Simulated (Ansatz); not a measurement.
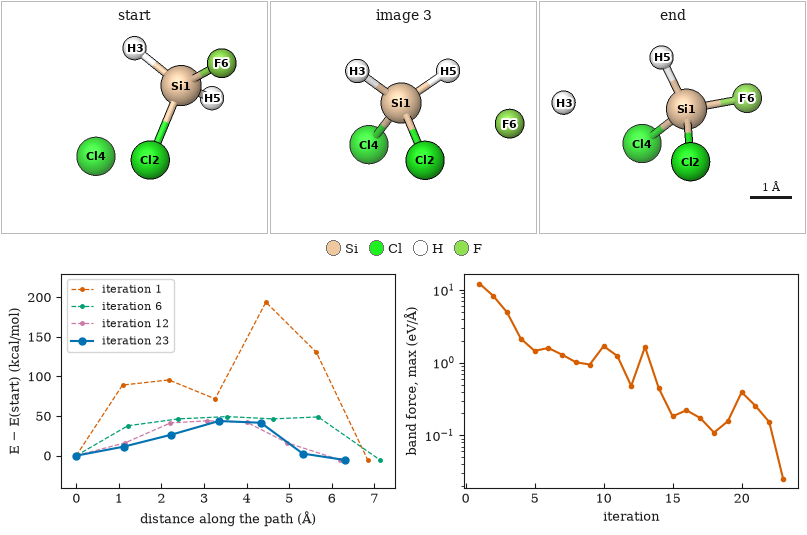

A nudged-elastic-band calculation for SiH2Cl2F (multiplicity 2), made up at the start of SiH2ClF and Cl. Images are numbered from 0 (start) to 6 (end). The plot follows the band through its iterations. Style: ball-and-stick. Shown from a free direction.

All numbers below come from UKS BLYP-D4/6-31G* in Ansatz.

The input:
```yaml
crystal:
  periodic: [false, false, false]
  atoms:
    - { symbol: Si, position_ang: [0.341439, -0.161845, 1.166715] }
    - { symbol: Cl, position_ang: [-1.628093, 0.601372, 1.429266] }
    - { symbol: H, position_ang: [1.205388, 0.979241, 0.784456] }
    - { symbol: Cl, position_ang: [-1.27348, 1.135607, -1.329242] }
    - { symbol: H, position_ang: [0.249758, -1.288719, 0.209656] }
    - { symbol: F, position_ang: [0.790886, -0.718956, 2.61745] }
magnetization:
  spin_polarized: true
  initial_magnetization: 1
basis:
  gaussian: { orbitals: "6-31G*" }
hamiltonian:
  xc: blyp
  dispersion: d4
neb:
  order_check: false
  images: 5
  f_tol: 0.03
  max_iterations: 60
  spring: 0.1
  final_atoms:
    - { symbol: Si, position_ang: [-0.28473594, -0.38307068, 1.00155846] }
    - { symbol: Cl, position_ang: [-0.81767737, 1.10281758, 2.33446308] }
    - { symbol: H, position_ang: [1.56992054, 2.06793673, -0.03305235] }
    - { symbol: Cl, position_ang: [-1.06749023, 0.03058522, -0.86537073] }
    - { symbol: H, position_ang: [1.18919205, -0.49057322, 0.92252667] }
    - { symbol: F, position_ang: [-0.90331106, -1.78099563, 1.51817587] }
  initial_path:
    images:
      - { positions_ang: [[0.341439, -0.161845, 1.166715], [-1.628093, 0.601372, 1.429266], [1.205388, 0.979241, 0.784456], [-1.27348, 1.135607, -1.329242], [0.249758, -1.288719, 0.209656], [0.790886, -0.718956, 2.61745]] }
      - { positions_ang: [[0.31314936, -0.05720022, 0.7965166], [-1.21033153, 0.34897488, 1.7295416], [1.28516773, 0.9856005, 0.52021449], [-1.29472578, 1.11862215, -1.22032803], [0.34948816, -1.24042949, -0.04257843], [0.24315005, -0.60886783, 3.09493477]] }
      - { positions_ang: [[0.28485971, 0.04744457, 0.4263182], [-0.79257005, 0.09657776, 2.0298172], [1.36494747, 0.99196, 0.25597298], [-1.31597156, 1.10163731, -1.11141406], [0.44921833, -1.19213998, -0.29481286], [-0.30458589, -0.49877966, 3.57241954]] }
      - { positions_ang: [[0.25657007, 0.15208935, 0.0561198], [-0.37480858, -0.15581936, 2.3300928], [1.4447272, 0.9983195, -0.00826853], [-1.33721735, 1.08465246, -1.00250009], [0.54894849, -1.14385047, -0.54704729], [-0.85232184, -0.38869149, 4.04990432]] }
      - { positions_ang: [[0.07613474, -0.02629732, 0.37126602], [-0.52243151, 0.26372629, 2.33154956], [1.48645831, 1.35485858, -0.0165298], [-1.24730831, 0.73329671, -0.9567903], [0.76236301, -0.92609138, -0.0571893], [-0.86931825, -0.85279287, 3.20599483]] }
      - { positions_ang: [[-0.1043006, -0.204684, 0.68641224], [-0.67005444, 0.68327193, 2.33300632], [1.52818943, 1.71139766, -0.02479107], [-1.15739927, 0.38194097, -0.91108052], [0.97577753, -0.7083323, 0.43266868], [-0.88631465, -1.31689425, 2.36208535]] }
      - { positions_ang: [[-0.28473594, -0.38307068, 1.00155846], [-0.81767737, 1.10281758, 2.33446308], [1.56992054, 2.06793673, -0.03305235], [-1.06749023, 0.03058522, -0.86537073], [1.18919205, -0.49057322, 0.92252667], [-0.90331106, -1.78099563, 1.51817587]] }
```

Launched with:
```bash
ansatz run input.yaml --threads 2 --pin off --max-ram 3072MiB --backend cpu --events-out ev --progress --plain --runs-dir out
```

Question: Judge this run.

Answer: The result isn't final. The band hadn't converged when the run stopped after 23 iterations. The largest component of the band force went from 12 to 0.025 eV/Å. The barrier read from it is provisional, though the highest image hardly moved in the last two iterations. The spring constant is far from the usual few eV/Å², which spoils the spacing or the steps. The first iteration put the highest image at 193.8 kcal/mol. The highest point, image 3, lies 43.8 kcal/mol above the start and 49.2 kcal/mol above the end; the end is at −5.4 kcal/mol relative to the start.

Limits of the set-up: the start holds two separate molecules, 2.8 Å apart at their closest, whose relative position is a soft coordinate.
